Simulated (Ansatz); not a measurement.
The figure comes from a scan of TiO$_{2}$ (rutile): one Ti atom of a 6-atom cell moves by s along Cartesian z, with its periodic images. Method: PBEsol (plane waves to 420 eV, PAW, scalar-relativistic; Ansatz, a first-principles code). k mesh 6×6×9 (Γ-centred), Fermi-Dirac smearing 0.05 eV. Energies are smeared free energies. The PAW data are Ansatz's earlier set. TiO2 is run without spin polarisation. TiO2 was relaxed with its symmetry unable to fall. The zero of ΔE is the undisplaced structure.

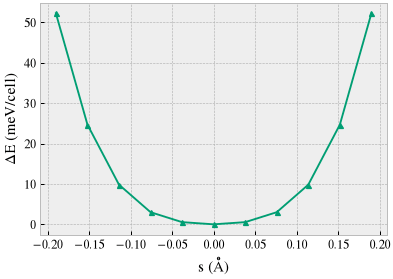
ΔE (meV/cell) against s (Å); markers are the computed points, lines only join them.

Task: List the plotted points as numbers.

Result: To the nearest 1:

```
s (Å)   ΔE (meV/cell)
------  -------------
-0.190             52
-0.152             25
-0.114             10
-0.076              3
-0.038              1
0.000               0
0.038               1
0.076               3
0.114              10
0.152              25
0.190              52
```

(For displaced atoms, the force is minus the slope of the energy, and its curvature is a force constant, which sets phonon frequencies.)
